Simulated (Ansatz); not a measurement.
# Tc3C, from a guessed structure to a relaxed one

Starting from a made-up structure for Tc3C, the aim is the relaxed cell, its shortest contacts and, where a second run follows, its electronic structure.

Calculated with Ansatz 0.2.0; DFT, PBE, plane-wave PAW, files of the set soft_1, scalar-relativistic, no spin, cell and ions relaxed at zero pressure; PAW set ansatz+soft_1, in the first sound run; inputs show where later runs differ.

### Step 1. The starting structure

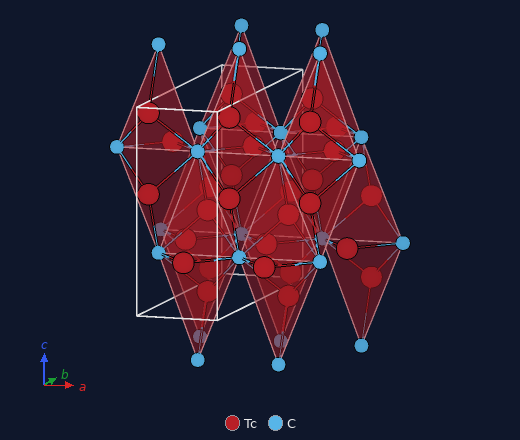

The starting structure, seen slightly off an axis (technetium red, carbon blue). 2×1×1 cells are drawn. This picture shows the conventional cell, with its axes. Some periodic images of atoms are drawn too.

### Step 2. Relaxing cell and atoms

The guess takes its coordinates from another compound and its volume from a rule, so the cell and any free coordinates are relaxed together.

input.yaml reads:

```yaml
crystal:
  lattice:
    - [1.468, -4.6, 0.0]
    - [1.468, 4.6, 0.0]
    - [0.0, 0.0, 7.288]
  atoms:
    - { symbol: Tc, position: [0.4253, 0.5747, 0.75] }
    - { symbol: Tc, position: [0.5747, 0.4253, 0.25] }
    - { symbol: Tc, position: [0.1393, 0.8607, 0.945] }
    - { symbol: Tc, position: [0.8607, 0.1393, 0.055] }
    - { symbol: Tc, position: [0.1393, 0.8607, 0.555] }
    - { symbol: Tc, position: [0.8607, 0.1393, 0.445] }
    - { symbol: C, position: [0.743, 0.257, 0.75] }
    - { symbol: C, position: [0.257, 0.743, 0.25] }
kpoints:
  mp_grid: { grid: [9, 9, 4] }
scf:
  occupations: { method: fermi_dirac, width: 0.05 }
hamiltonian:
  xc: pbe
  pseudopotentials: { kind: paw, azcp: { C: "soft_1/C.paw.azcp" } }
relax:
  f_tol: 0.015
  max_steps: 70
  cell: {}
output:
  forces: true
  stress: true
```

The run is started by

```bash
$ ansatz run input.yaml --threads 4 --pin off --max-ram 10240MiB --backend cpu --events-out ev --progress --plain --runs-dir out
```

Numbers of over 12 decimals in the logs are rounded to 6 here.

The log of the run:

```text
Engine: ansatz 0.2.0, x86_64-unknown-linux-gnu
Pseudopotentials: kind: paw
Pseudopotential: Tc, paw, valence charge 15, recommended cutoff 500 eV (normal), Tc.paw.azcp
Pseudopotential: C, paw, valence charge 4, recommended cutoff 420 eV (normal), soft_1/C.paw.azcp
Functional definition: PBE
  parameter kappa = 0.804
  parameter beta = 0.066725
  exchange = pbe_x(kappa = kappa, mu = beta*pi^2/3)
  correlation = pbe_c(beta = beta)
Crystal: 8 atoms, lattice volume = 98.429 Å³
Basis set: ecut = 500 eV, 2499 PW (Γ), exchange–correlation on 72×72×108 points (8 copies of the dense FFT grid, shifted against one another)
Bands: 59, of which v1, the nominal top of the filled ones, is band 49 counted from 1 (48 counted from 0)
Symmetry: 8 space group operations
Space group: Cmcm (ITA 63), of the structure as read, at distance tolerance 4.6e-5 Å
k-points: 75 of 324
Non-local potential: Tc, projectors of the file, l = 0: 3, l = 1: 3, l = 2: 2, l = 3: 2
Non-local potential: C, projectors of the file, l = 0: 2, l = 1: 2, l = 2: 1
PAW form: soft (Blöchl's): semilocal exchange-correlation on the pseudo side does not see the compensation charge
PAW one-centre angular grid: Tc, 590 points (default); XC on 64 Gauss nodes
PAW one-centre angular grid: C, 110 points (default); XC on 64 Gauss nodes
Initial density: superposition of atomic densities (chi_scale 0.1, normalization cell, long waves kept (reshape's long-wave potential 0.02 eV rms))
Initial wavefunctions: pseudopotential atomic-orbital guess
Functional: x = pbe(κ = 0.804, μ = 0.219515), c = pbe(β = 0.066725)
SCF iter   1: F=—  HF=-32889.437940 eV  |F-HF|=—  |Δ(HF+E_count)|=         —  Δρ=5.07e-2  dr2=2.64e0  ethr=3.10e-3  ⟨swp⟩=4.4  Hψ=13496  notcnv=0
preconditioner: auto → Kerker (q_TF=auto, 2.726 Å⁻¹)  [metal: Δε(μ)=0.006 eV  Ē_g=5.660 eV  σ=0.050 eV  W_gap=0.03  n_scr=28 (ndim 8)  ℏωp=26.5 eV  f_vac=0.000  D(μ)=6.37/eV (n_scr^D=62)]
SCF iter   2: F=—  HF=-32888.818093 eV  |F-HF|=—  |Δ(HF+E_count)|=   6.20e-1  Δρ=2.57e-2  dr2=7.55e-1  ethr=2.70e-3  ⟨swp⟩=3.0  Hψ=7215  notcnv=0  defer=48
SCF iter   3: F=—  HF=-32888.613116 eV  |F-HF|=—  |Δ(HF+E_count)|=   2.05e-1  Δρ=4.66e-3  dr2=3.01e-2  ethr=7.71e-4  ⟨swp⟩=2.6  Hψ=7830  notcnv=0  defer=48
SCF iter   4: F=—  HF=-32888.606537 eV  |F-HF|=—  |Δ(HF+E_count)|=   6.58e-3  Δρ=8.32e-4  dr2=1.14e-3  ethr=3.08e-5  ⟨swp⟩=2.0  Hψ=6102  notcnv=0  defer=48
SCF iter   5: F=—  HF=-32888.606305 eV  |F-HF|=—  |Δ(HF+E_count)|=   2.32e-4  Δρ=2.16e-4  dr2=4.21e-5  ethr=1.16e-6  ⟨swp⟩=2.0  Hψ=6148  notcnv=0  defer=45
SCF iter   6: F=—  HF=-32888.606655 eV  |F-HF|=—  |Δ(HF+E_count)|=   3.50e-4  Δρ=3.40e-5  dr2=8.11e-7  ethr=4.30e-8  ⟨swp⟩=2.0  Hψ=6124  notcnv=0  defer=45
SCF iter   7: F=-32888.606655 eV  HF=-32888.606655 eV  |F-HF|=1.16e-8  |Δ(HF+E_count)|=   6.69e-8  Δρ=7.40e-6  dr2=3.78e-8  ethr=1.02e-10  ⟨swp⟩=4.0  Hψ=15484  notcnv=0
SCF 1 converged in 7 iterations: F = -32888.606655 eV  dr2 = 3.78e-8
  greatest PAW one-centre occupation: 0.990 electrons in one spin orbital (limit 2), on the Tc atom at site 5 (counted from 0), in its partial waves of l = 0
relax step   1: F+E_penalty+E_count = -32888.60665487 eV  Δ(F+E_penalty+E_count) = +0.000e0 eV  max|allowed force component| = 2.394e0 eV/Å  Δτ_max = 0.0000 Å  P = -10.028 GPa  Ω = 98.429 Å³  (7 SCF iters, dr2 threshold 1.00e-7 eV, accepted)
Crystal: 8 atoms, lattice volume = 93.251 Å³
Basis set: ecut = 500 eV, 2367 PW (Γ), exchange–correlation on 72×72×108 points (8 copies of the dense FFT grid, shifted against one another)
Initial density: handed on by an earlier stage of this run
Initial wavefunctions: those handed on with the density
iter 1 solved again at ethr=1.42e-3 eV; its pass at ethr=3.10e-3 eV (dr2=1.39e0 eV) is discarded
SCF iter   1: F=—  HF=-32890.013603 eV  |F-HF|=—  |Δ(HF+E_count)|=         —  Δρ=3.23e-2  dr2=1.42e0  ethr=1.42e-3  ⟨swp⟩=1.1  Hψ=21221  notcnv=0
preconditioner: auto → Kerker (q_TF=auto, 2.751 Å⁻¹)  [metal: Δε(μ)=0.019 eV  Ē_g=5.982 eV  σ=0.050 eV  W_gap=0.09  n_scr=30 (ndim 8)  ℏωp=27.2 eV  f_vac=0.000  D(μ)=4.39/eV (n_scr^D=34)]
SCF iter   2: F=—  HF=-32889.755635 eV  |F-HF|=—  |Δ(HF+E_count)|=   2.58e-1  Δρ=1.60e-2  dr2=4.08e-1  ethr=1.42e-3  ⟨swp⟩=2.0  Hψ=6672  notcnv=0
SCF iter   3: F=—  HF=-32889.642818 eV  |F-HF|=—  |Δ(HF+E_count)|=   1.13e-1  Δρ=3.16e-3  dr2=2.01e-2  ethr=4.17e-4  ⟨swp⟩=2.1  Hψ=7032  notcnv=0  defer=2
SCF iter   4: F=—  HF=-32889.636969 eV  |F-HF|=—  |Δ(HF+E_count)|=   5.85e-3  Δρ=5.69e-4  dr2=2.73e-4  ethr=2.05e-5  ⟨swp⟩=2.0  Hψ=6852  notcnv=0  defer=3
SCF iter   5: F=—  HF=-32889.637312 eV  |F-HF|=—  |Δ(HF+E_count)|=   3.43e-4  Δρ=1.21e-4  dr2=1.05e-5  ethr=2.79e-7  ⟨swp⟩=2.0  Hψ=6255  notcnv=0  defer=3
SCF iter   6: F=-32889.637311 eV  HF=-32889.637311 eV  |F-HF|=7.44e-8  |Δ(HF+E_count)|=   4.57e-7  Δρ=1.96e-5  dr2=2.68e-7  ethr=8.16e-10  ⟨swp⟩=4.2  Hψ=15323  notcnv=0
SCF 2 converged in 6 iterations: F = -32889.637311 eV  dr2 = 2.68e-7
  greatest PAW one-centre occupation: 0.990 electrons in one spin orbital (limit 2), on the Tc atom at site 1 (counted from 0), in its partial waves of l = 0
relax step   2: F+E_penalty+E_count = -32889.63731103 eV  Δ(F+E_penalty+E_count) = -1.031e0 eV  max|allowed force component| = 4.690e-1 eV/Å  Δτ_max = 0.1572 Å  P = +9.442 GPa  Ω = 93.251 Å³  energy of the carried Pulay correction = +1.606e-4 eV  (6 SCF iters, dr2 threshold 8.00e-7 eV, accepted)
Crystal: 8 atoms, lattice volume = 97.649 Å³
Basis set: ecut = 500 eV, 2487 PW (Γ), exchange–correlation on 72×72×108 points (8 copies of the dense FFT grid, shifted against one another)
iter 1 solved again at ethr=5.68e-5 eV; its pass at ethr=3.10e-3 eV (dr2=5.57e-2 eV) is discarded
SCF iter   1: F=—  HF=-32889.955676 eV  |F-HF|=—  |Δ(HF+E_count)|=         —  Δρ=9.75e-3  dr2=5.87e-2  ethr=5.68e-5  ⟨swp⟩=1.9  Hψ=21909  notcnv=0
preconditioner: auto → Kerker (q_TF=auto, 2.730 Å⁻¹)  [metal: Δε(μ)=0.011 eV  Ē_g=5.634 eV  σ=0.050 eV  W_gap=0.06  n_scr=30 (ndim 8)  ℏωp=26.6 eV  f_vac=0.000  D(μ)=3.71/eV (n_scr^D=28)]
SCF iter   2: F=—  HF=-32889.945306 eV  |F-HF|=—  |Δ(HF+E_count)|=   1.04e-2  Δρ=5.42e-3  dr2=1.86e-2  ethr=5.68e-5  ⟨swp⟩=1.0  Hψ=4425  notcnv=0
SCF iter   3: F=—  HF=-32889.941199 eV  |F-HF|=—  |Δ(HF+E_count)|=   4.11e-3  Δρ=6.80e-4  dr2=2.73e-4  ethr=1.90e-5  ⟨swp⟩=2.8  Hψ=7577  notcnv=0
SCF iter   4: F=—  HF=-32889.941486 eV  |F-HF|=—  |Δ(HF+E_count)|=   2.87e-4  Δρ=1.22e-4  dr2=1.04e-5  ethr=2.78e-7  ⟨swp⟩=2.8  Hψ=6809  notcnv=0
iter 5 did not close the SCF: its close was put off for the readings that it lacked (scf_convergence_deferred on its scf_iter line)
SCF iter   5: F=-32889.941485 eV  HF=-32889.941485 eV  |F-HF|=7.90e-8  |Δ(HF+E_count)|=   5.19e-7  Δρ=2.63e-5  dr2=4.35e-7  ethr=1.06e-8  ⟨swp⟩=2.1  Hψ=6185  notcnv=0
SCF iter   6: F=-32889.941485 eV  HF=-32889.941485 eV  |F-HF|=2.57e-9  |Δ(HF+E_count)|=   9.42e-9  Δρ=4.10e-6  dr2=1.20e-8  ethr=4.44e-10  ⟨swp⟩=2.2  Hψ=14863  notcnv=0
SCF 3 converged in 6 iterations: F = -32889.941485 eV  dr2 = 1.20e-8
relax step   3: F+E_penalty+E_count = -32889.94148522 eV  Δ(F+E_penalty+E_count) = -3.042e-1 eV  max|allowed force component| = 5.131e-1 eV/Å  Δτ_max = 0.0760 Å  P = -4.597 GPa  Ω = 97.649 Å³  energy of the carried Pulay correction = +2.364e-5 eV  (6 SCF iters, dr2 threshold 8.00e-7 eV, accepted)
[...]
relax step   4: F+E_penalty+E_count = -32889.98602810 eV  Δ(F+E_penalty+E_count) = -4.454e-2 eV  max|allowed force component| = 2.511e-1 eV/Å  Δτ_max = 0.0311 Å  P = +0.508 GPa  Ω = 96.249 Å³  energy of the carried Pulay correction = +6.657e-5 eV  (6 SCF iters, dr2 threshold 8.00e-7 eV, accepted)
[...]
relax step   5: F+E_penalty+E_count = -32889.99262672 eV  Δ(F+E_penalty+E_count) = -6.599e-3 eV  max|allowed force component| = 3.666e-2 eV/Å  Δτ_max = 0.0150 Å  P = +0.165 GPa  Ω = 96.311 Å³  energy of the carried Pulay correction = +6.464e-5 eV  (6 SCF iters, dr2 threshold 8.00e-7 eV, accepted)
[...]
relax step   6: F+E_penalty+E_count = -32889.99287507 eV  Δ(F+E_penalty+E_count) = -2.484e-4 eV  max|allowed force component| = 1.234e-2 eV/Å  Δτ_max = 0.0028 Å  P = -0.094 GPa  Ω = 96.427 Å³  energy of the carried Pulay correction = +6.107e-5 eV  (6 SCF iters, dr2 threshold 3.64e-7 eV, accepted)
[...]
relax step   7: F+E_penalty+E_count = -32889.99293314 eV  Δ(F+E_penalty+E_count) = -5.806e-5 eV  max|allowed force component| = 4.744e-3 eV/Å  Δτ_max = 0.0010 Å  P = +0.018 GPa  Ω = 96.388 Å³  energy of the carried Pulay correction = +6.226e-5 eV  (6 SCF iters, dr2 threshold 1.45e-7 eV, accepted)
[...]
relax step   8: F+E_penalty+E_count = -32889.99293758 eV  Δ(F+E_penalty+E_count) = -4.435e-6 eV  max|allowed force component| = 1.489e-4 eV/Å  Δτ_max = 0.0003 Å  P = -0.002 GPa  Ω = 96.393 Å³  energy of the carried Pulay correction = +6.210e-5 eV  (6 SCF iters, dr2 threshold 8.19e-9 eV, accepted)
Basis set: ecut = 500 eV, 2443 PW (Γ), exchange–correlation on 72×72×120 points (8 copies of the dense FFT grid, shifted against one another)
Initial wavefunctions: pseudopotential atomic-orbital guess (no wavefunctions were taken with the density)
iter 1 solved again at ethr=3.34e-8 eV; its pass at ethr=3.10e-3 eV (dr2=3.27e-5 eV) is discarded
SCF iter   1: F=—  HF=-32889.993176 eV  |F-HF|=—  |Δ(HF+E_count)|=         —  Δρ=6.42e-5  dr2=3.97e-7  ethr=3.34e-8  ⟨swp⟩=3.9  Hψ=26686  notcnv=0
SCF iter   2: F=—  HF=-32889.993050 eV  |F-HF|=—  |Δ(HF+E_count)|=   1.25e-4  Δρ=3.37e-5  dr2=1.05e-7  ethr=4.05e-10  ⟨swp⟩=2.5  Hψ=7802  notcnv=0
SCF iter   3: F=—  HF=-32889.993051 eV  |F-HF|=—  |Δ(HF+E_count)|=   3.92e-7  Δρ=1.51e-6  dr2=4.85e-10  ethr=1.07e-10  ⟨swp⟩=2.0  Hψ=8096  notcnv=0
iter 4 did not close the SCF: its close was put off for the readings that it lacked (scf_convergence_deferred on its scf_iter line)
SCF iter   4: F=-32889.993051 eV  HF=-32889.993051 eV  |F-HF|=7.28e-12  |Δ(HF+E_count)|=  6.04e-10  Δρ=2.74e-7  dr2=3.80e-11  ethr=1.00e-12  ⟨swp⟩=2.1  Hψ=6235  notcnv=0
iter 5 did not close the SCF: its close was put off for the readings that it lacked (scf_convergence_deferred on its scf_iter line)
SCF iter   5: F=-32889.993051 eV  HF=-32889.993051 eV  |F-HF|=7.28e-12  |Δ(HF+E_count)|=    0.00e0  Δρ=5.38e-8  dr2=2.83e-12  ethr=1.00e-12  ⟨swp⟩=1.0  Hψ=4425  notcnv=0
iter 6 did not close the SCF: its close was put off for the readings that it lacked (scf_convergence_deferred on its scf_iter line)
SCF iter   6: F=-32889.993051 eV  HF=-32889.993051 eV  |F-HF|=1.46e-11  |Δ(HF+E_count)|=  7.28e-12  Δρ=1.33e-8  dr2=1.79e-13  ethr=1.00e-12  ⟨swp⟩=1.0  Hψ=4425  notcnv=0
iter 7 did not close the SCF: its close was put off for the readings that it lacked (scf_convergence_deferred on its scf_iter line)
SCF iter   7: F=-32889.993051 eV  HF=-32889.993051 eV  |F-HF|=0.00e0  |Δ(HF+E_count)|=    0.00e0  Δρ=5.80e-9  dr2=5.09e-14  ethr=1.00e-12  ⟨swp⟩=1.0  Hψ=4425  notcnv=0
SCF iter   8: F=-32889.993051 eV  HF=-32889.993051 eV  |F-HF|=0.00e0  |Δ(HF+E_count)|=    0.00e0  Δρ=7.77e-10  dr2=5.88e-16  ethr=1.00e-12  ⟨swp⟩=2.0  Hψ=9400  notcnv=0
SCF 9 converged in 8 iterations: F = -32889.993051 eV  dr2 = 5.88e-16
relax step   9: F+E_penalty+E_count = -32889.99305058 eV  Δ(F+E_penalty+E_count) = -1.130e-4 eV  max|allowed force component| = 1.754e-4 eV/Å  Δτ_max = 0.0000 Å  P = +0.022 GPa  Ω = 96.393 Å³  stress off target by 4.27e-2 GPa  SCF on the basis re-selected at this cell (its energy is not comparable with the rows above)  (8 SCF iters)
basis re-selected at this cell: Δ(F+E_penalty+E_count) = -1.130e-4 eV, ΔP = +0.024 GPa vs the last step (what re-selecting the basis moved, of the pressure what is left beyond the Pulay correction that the steps carried, after the strain that the cell walked since its last selection, with what the two solves' SCF thresholds leave and, on support functions, any second-order correction that the steps lacked; it is no measure of the basis error at this ecutwfc). The dense FFT grid was sized anew with the basis: this SCF ran on 36×36×60 points, the steps before it on 36×36×54, so part of this shift can come from that change (see relax.cell in the input reference). [rest of the remark cut]
SCF converged after 8 iterations
Free energy (F): -32889.993051 eV
Harris-Foulkes:  -32889.993051 eV  (|F-HF|=0.00e0)
Internal energy: -32889.964189 eV  (E = F + TS)
E sigma→0 (E₀):  -32889.978620 eV
Entropy (-TS):   -0.028862 eV (-3.608 meV/atom)
Fermi energy:    22.012978 eV
--- Per-component energies (eV) ---
  E_band       = -268.074167
  E_kinetic    = 3914.195201
  E_local      = -7317.137947  (includes V_loc(G=0)·N_el)
  E_nonlocal   = 1762.457988
  E_hartree    = 1998.223000
  E_xc         = -1532.586481
  E_vxc        = -1888.081340  (∫ρ·V_xc dr)
  E_paw        = -19868.611304  (= ΣΔE_a)
  E_vpaw       = -735.953911  (= ΣTr[D̂ρ^β])
  E_aug_tail   = -0.000159  (compensation charges beyond the density's cutoff)
  E_ewald      = -11846.504487
  E_smearing   = -0.028862  (= −TS)
  E_closure    = 0.000000  (closes the sum)
  Σ components = -32889.993051   (vs F -32889.993051, Δ=0.00e0)
--- Forces (eV/Å), atoms counted from 1 ---
  atom   1  Tc     0.00000000     0.00011010    -0.00000000
  atom   2  Tc     0.00000000    -0.00011010     0.00000000
  atom   3  Tc     0.00000000    -0.00017539    -0.00012632
  atom   4  Tc     0.00000000     0.00017539     0.00012632
  atom   5  Tc     0.00000000    -0.00017539     0.00012632
  atom   6  Tc     0.00000000     0.00017539    -0.00012632
  atom   7  C      0.00000000     0.00002562    -0.00000000
  atom   8  C      0.00000000    -0.00002562     0.00000000
  max |Σ_I F_I| component: 1.73e-18 eV/Å
--- Stress (GPa, compression-positive) ---
        0.011124       0.000000       0.000000
        0.000000       0.010829      -0.000000
        0.000000      -0.000000       0.042704
  P = ⅓ Tr σ = 0.0216 GPa (0.216 kbar)
--- Relaxed structure (8 steps of the walk, 8 accepted, 1 SCFs on fresh bases) ---
  F+E_penalty+E_count = -32889.99305058 eV   max|allowed force component| = 1.754e-4 eV/Å   (the final SCF, on the basis selected at the relaxed cell)
  cell:  # Å, volume = 96.3935 Å³
    - [1.396115, -4.580257, 0]
    - [1.396115, 4.580257, 0]
    - [0, 0, 7.537137]
  atoms:
    - { symbol: Tc, position: [0.410873, 0.589127, 0.750000] }
    - { symbol: Tc, position: [0.589127, 0.410873, 0.250000] }
    - { symbol: Tc, position: [0.127262, 0.872738, 0.922354] }
    - { symbol: Tc, position: [0.872738, 0.127262, 0.077646] }
    - { symbol: Tc, position: [0.127262, 0.872738, 0.577646] }
    - { symbol: Tc, position: [0.872738, 0.127262, 0.422354] }
    - { symbol: C, position: [0.732357, 0.267643, 0.750000] }
    - { symbol: C, position: [0.267643, 0.732357, 0.250000] }
```

Wall time 54 s (4 threads of AMD EPYC 7R13 (Zen 3), shared host); peak memory 0.83 GiB.

Step by step:

```
step  energy less that of the first step (eV)  largest force component (eV/Å)  pressure (GPa)  volume (Å³)
   1                                   0.0000                          2.3937          -10.03        98.43
   2                                  -1.0307                          0.4690            9.44        93.25
   3                                  -1.3348                          0.5131           -4.60        97.65
   4                                  -1.3794                          0.2511            0.51        96.25
   5                                  -1.3860                          0.0367            0.16        96.31
   6                                  -1.3862                          0.0123           -0.09        96.43
   7                                  -1.3863                          0.0047            0.02        96.39
   8                                  -1.3863                          0.0001            0.00        96.39
  9*                                  -1.3864                          0.0002            0.02        96.39
```

Relaxation steps marked * repeat the geometry before them on a plane-wave basis chosen anew for their cell, so energy and pressure can jump there.

Forces are held to the 8 operations that the run works with; a distortion that breaks them can't arise in this run.

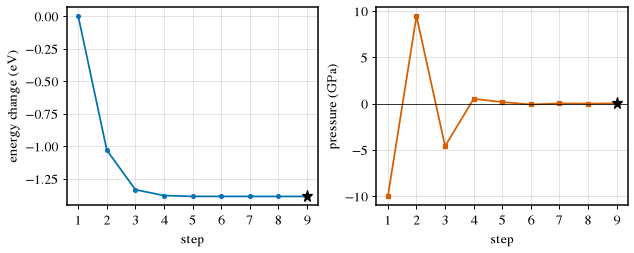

Energy and pressure along the relaxation. Stars mark steps on a basis chosen anew.

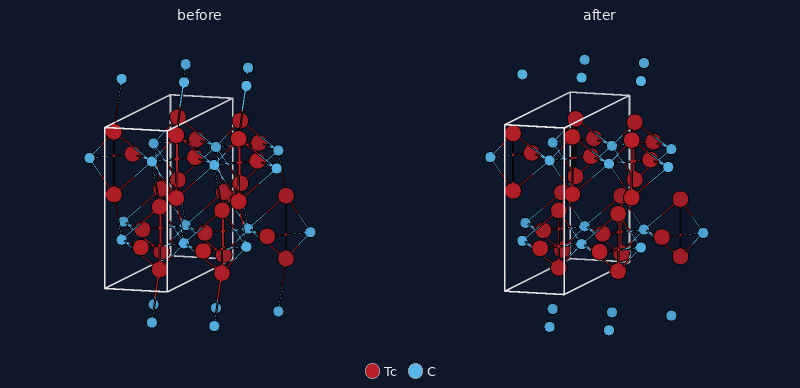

Before and after, at one scale. Bonds to atoms that aren't drawn are left out.

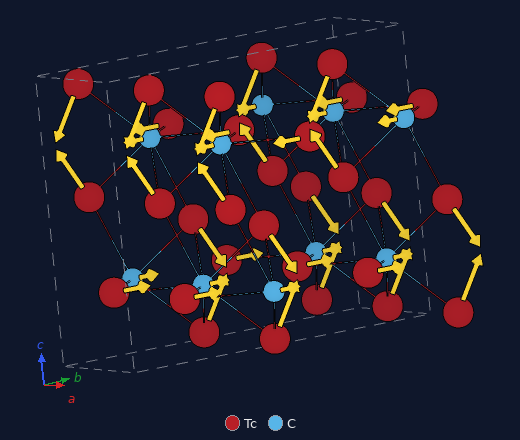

Displacements in the relaxation, exaggerated, measured against the changing cell; the longest in the cell stands for 0.20 Å. 2×1×1 conventional cells are drawn. Some periodic images of atoms are drawn too.

```
conventional cell, symmetrised  before  after  change
                         a (Å)   2.936  2.792  -4.9 %
                         b (Å)   9.200  9.161  -0.4 %
                         c (Å)   7.288  7.537  +3.4 %
              volume (Å³/atom)   12.30  12.05  -2.1 %
```

The atoms that moved most (Å, as changes of fractional coordinates times the final cell):

```
atom     dx      dy      dz  length
 Tc3  0.000   0.110  -0.171   0.203
 Tc4  0.000  -0.110   0.171   0.203
 Tc5  0.000   0.110   0.171   0.203
 Tc6  0.000  -0.110  -0.171   0.203
 Tc2  0.000  -0.132   0.000   0.132
 Tc1  0.000   0.132   0.000   0.132
  C7  0.000   0.097   0.000   0.097
  C8  0.000  -0.097   0.000   0.097
```

This step gave:

```yaml
free_energy: -32889.9931 eV
energy_at_zero_smearing: -32889.9786 eV
smearing_term_ts: 0.02886 eV
fermi_energy: 22.01 eV
electrons: 98
symmetry_operations: 8
pressure: 0.02155 GPa
```

Shortest distances by pair of elements, guess and relaxed (not always the same contact):

```
 pair  guess (Å)  relaxed (Å)
 C–Tc      2.229        2.136
Tc–Tc      2.636        2.598
  C–C      2.936        2.792
```

The relaxation ends with a largest force component of 1.7e-4 eV/Å and a pressure of 0.02 GPa.

[end of part 1 of 2]

[Logs are printed without paths, hosts, clocks, repeated set-up lines and the standing remarks that a program may print on its own settings, such as how far it seeks lower states.]

[Hosts, paths, dates, database ids (printed as entryN), source tags and the programs' standing remarks are cut or masked in the printed files.]
